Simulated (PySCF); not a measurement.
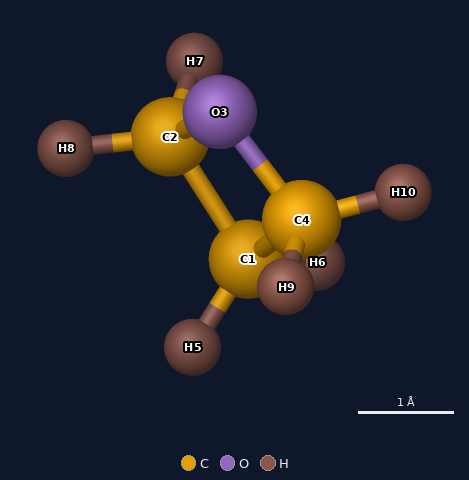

Figure 1. The structure (ball-and-stick view, seen at a tilt; atoms are numbered from 1 in the order of the input). Bond lengths as drawn: C–C 1.53 Å, C–H 1.10 to 1.11 Å and C–O 1.42 Å.

## What a change does: NMR shielding calculation on C₃H₆O

System: C₃H₆O (Oxetane), SMILES C1COC1.
Method of run A: GIAO PBE0/cc-pVDZ NMR shielding, non-relativistic, gas phase (PySCF 2.14.0).

The geometry comes from this level: PBE0-D3(BJ)/def2-SVP. Text and figures count atoms from 1; the logs count them from 0 in places.

Input, run A:
```
{"job": {"kind": "nmr", "xc": "PBE0", "basis": "cc-pVDZ", "pop": true}, "charge": 0, "multiplicity": 1}
C     -0.045145     0.465548    -0.636588
C      0.995944    -0.456644     0.008838
O      0.138081    -0.736041     1.111412
C     -0.918936     0.035252     0.547723
H      0.224449     1.530417    -0.650540
H     -0.401230     0.172158    -1.633486
H      1.242520    -1.365237    -0.570967
H      1.941654     0.020150     0.322202
H     -1.256965     0.842290     1.221828
H     -1.795720    -0.584644     0.284017
```

The first line tells a small driver script what to run in PySCF; the rest is the geometry in Å.

Launched with:
```bash
OMP_NUM_THREADS=1 python <driver script> task.json out
```

Hardware: 1 CPU thread, shared host.

Output (run A):
```
coarse grid: 8064 points
cycle   1  E = -192.8253759204  dE =  4.964e-01  |g| = 5.484e-01  |ddm| = 5.502e+00
cycle   2  E = -192.7538425648  dE =  7.153e-02  |g| = 8.289e-01  |ddm| = 1.746e+00
cycle   3  E = -192.8849808798  dE = -1.311e-01  |g| = 5.738e-02  |ddm| = 1.016e+00
cycle   4  E = -192.8855435590  dE = -5.627e-04  |g| = 2.668e-02  |ddm| = 1.223e-01
cycle   5  E = -192.8857162318  dE = -1.727e-04  |g| = 4.757e-03  |ddm| = 4.910e-02
cycle   6  E = -192.8857211577  dE = -4.926e-06  |g| = 2.565e-04  |ddm| = 6.185e-03
final grid: 77064 points
cycle   7  E = -192.8917404091  dE = -9.377e-06  |g| = 9.740e-03  |ddm| = 4.407e-02
cycle   8  E = -192.8917204070  dE =  2.000e-05  |g| = 1.416e-02  |ddm| = 3.149e-02
cycle   9  E = -192.8917604296  dE = -4.002e-05  |g| = 1.087e-03  |ddm| = 1.787e-02
cycle  10  E = -192.8917606969  dE = -2.673e-07  |g| = 1.156e-04  |ddm| = 1.805e-03
cycle  11  E = -192.8917606995  dE = -2.621e-09  |g| = 1.107e-05  |ddm| = 1.315e-04
cycle  12  E = -192.8917606996  dE = -3.621e-11  |g| = 2.325e-06  |ddm| = 1.983e-05
converged SCF energy = -192.8917606996

GIAO shielding tensors (ppm)
atom      isotropic    diamagn.    paramagn.     s11        s22        s33       span
  0 C      173.889     247.223     -73.333    157.104    169.976    194.589     37.485
  1 C      128.306     245.062    -116.755     99.039    105.042    180.839     81.800
  2 O      322.698     391.664     -68.966    256.093    352.721    359.279    103.186
  3 C      128.298     245.065    -116.768     99.028    105.025    180.840     81.812
  4 H       28.796      30.077      -1.281     25.868     27.788     32.732      6.864
  5 H       29.013      30.085      -1.072     25.717     27.988     33.334      7.617
  6 H       26.716      29.441      -2.725     24.205     25.362     30.580      6.375
  7 H       26.839      29.381      -2.542     24.409     25.224     30.884      6.475
  8 H       26.839      29.414      -2.575     24.409     25.225     30.882      6.473
  9 H       26.716      29.471      -2.755     24.206     25.362     30.580      6.374
```

The input of run B differs as follows (lines with − go, lines with + come):
```diff
-"basis": "cc-pVDZ"
+"basis": "IGLO-III"
```

What does this change do to the results?

The total energy of run B is 43.0 kcal/mol lower, which measures the change of basis and not a stability. The HOMO goes from −6.91 to −7.15 eV. The LUMO goes from 1.94 to 0.87 eV. The dipole moment goes from 1.79 to 1.88 D. Of all shieldings, the largest change is that of C2 and C4, by −19.0 ppm. The number of SCF iterations is the same. The basis functions go from 86 to 200.

Output (run B):
```
coarse grid: 8064 points
cycle   1  E = -192.8968377051  dE =  4.661e-01  |g| = 5.711e-01  |ddm| = 1.934e+00
cycle   2  E = -192.8020085669  dE =  9.483e-02  |g| = 9.265e-01  |ddm| = 1.799e+00
cycle   3  E = -192.9573760011  dE = -1.554e-01  |g| = 6.958e-02  |ddm| = 1.379e+00
cycle   4  E = -192.9580892798  dE = -7.133e-04  |g| = 3.210e-02  |ddm| = 4.775e-02
cycle   5  E = -192.9583204114  dE = -2.311e-04  |g| = 6.850e-03  |ddm| = 1.974e-02
cycle   6  E = -192.9583297857  dE = -9.374e-06  |g| = 3.496e-04  |ddm| = 4.336e-03
final grid: 77064 points
cycle   7  E = -192.9603424297  dE = -5.777e-05  |g| = 1.023e-02  |ddm| = 5.393e-02
cycle   8  E = -192.9603195413  dE =  2.289e-05  |g| = 1.531e-02  |ddm| = 1.195e-02
cycle   9  E = -192.9603613968  dE = -4.186e-05  |g| = 1.332e-03  |ddm| = 8.418e-03
cycle  10  E = -192.9603617444  dE = -3.476e-07  |g| = 3.118e-04  |ddm| = 1.621e-03
cycle  11  E = -192.9603617648  dE = -2.045e-08  |g| = 3.416e-05  |ddm| = 2.413e-04
cycle  12  E = -192.9603617650  dE = -2.026e-10  |g| = 4.824e-06  |ddm| = 2.829e-05
converged SCF energy = -192.9603617650

GIAO shielding tensors (ppm)
atom      isotropic    diamagn.    paramagn.     s11        s22        s33       span
  0 C      160.844     246.531     -85.687    143.788    156.754    181.992     38.204
  1 C      109.291     243.562    -134.271     77.265     84.008    166.599     89.334
  2 O      316.233     387.564     -71.332    245.808    342.439    360.452    114.644
  3 C      109.281     243.562    -134.281     77.252     83.989    166.601     89.349
  4 H       28.695      29.605      -0.910     26.005     27.468     32.612      6.607
  5 H       28.917      29.621      -0.705     25.837     27.697     33.216      7.378
  6 H       26.522      28.832      -2.310     23.809     25.436     30.322      6.513
  7 H       26.664      28.703      -2.039     24.033     25.323     30.636      6.604
  8 H       26.664      28.723      -2.059     24.032     25.324     30.634      6.602
  9 H       26.523      28.850      -2.328     23.810     25.435     30.322      6.513
```

The two runs side by side:

```csv
quantity,run A,run B
outcome,converged,converged
total energy (hartree),−192.891761,−192.960362
HOMO (eV),−6.91,−7.15
LUMO (eV),1.94,0.87
dipole moment (D),1.79,1.88
shielding of C1 (ppm),173.9,160.8
shielding of C2 (ppm),128.3,109.3
shielding of O3 (ppm),322.7,316.2
shielding of C4 (ppm),128.3,109.3
shielding of H7 (ppm),26.7,26.5
shielding of H9 (ppm),26.8,26.7
shielding of H10 (ppm),26.7,26.5
SCF iterations,12,12
basis functions,86,200
wall time (shared host),4.3 s,13 s
```
